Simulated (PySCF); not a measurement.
# C2H10OS2Si2: the cost of one run

The runs use PySCF 2.14.0, with density-fitted response routines of our own; the level of theory stands in each step. All values are computed, except where a source is named. Atoms count from 0, in the outputs and in this text.

### 1 The molecule as given

17 atoms, charge 0, multiplicity 1; geometry from: GFN2-xTB.

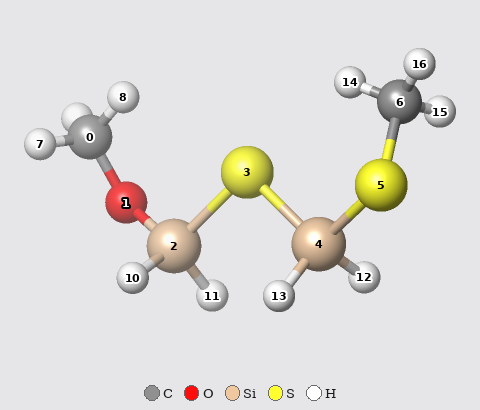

As it starts; carbon grey, oxygen red, silicon light orange, sulfur yellow, hydrogen white, atoms numbered; sticks join atoms by distance.

### 2 Excited states and response: CAM-B3LYP/def2-SVPD

Job settings and geometry (Å):

```
{"job": {"kind": "uv", "xc": "CAM-B3LYP", "basis": "def2-SVPD", "nstates": 8, "ntriplets": 3}, "charge": 0, "multiplicity": 1}
C     -3.201804     1.449356     0.076931
O     -2.942556     0.159182    -0.401603
Si    -1.803412    -0.899600    -0.002269
S      0.089689     0.121614     0.062402
Si     1.463974    -1.519901     0.172056
S      3.386382    -0.791533     0.737672
C      3.495053     0.780580    -0.180633
H     -3.692702     1.400209     1.051050
H     -2.275873     2.019543     0.171312
H     -3.862365     1.942064    -0.636820
H     -1.975718    -1.487329     1.320737
H     -1.851665    -1.816781    -1.119996
H      1.504751    -2.141286    -1.145290
H      1.081186    -2.441989     1.222297
H      2.572242     1.335845    -0.048855
H      3.674442     0.574271    -1.230816
H      4.331379     1.327786     0.240839
```

Method: TDDFT CAM-B3LYP/def2-SVPD, vertical, gas phase, core orbitals frozen in the response.

Run with:

```
> OMP_NUM_THREADS=1 python probes_run.py task.json out
```

The driver reads the jobs from task.json and runs them one after another.

Q: Estimate the wall time and peak memory of this job on 1 thread of Arm Neoverse N1, shared host.

About 2 min, with a peak of 1.2 GiB.
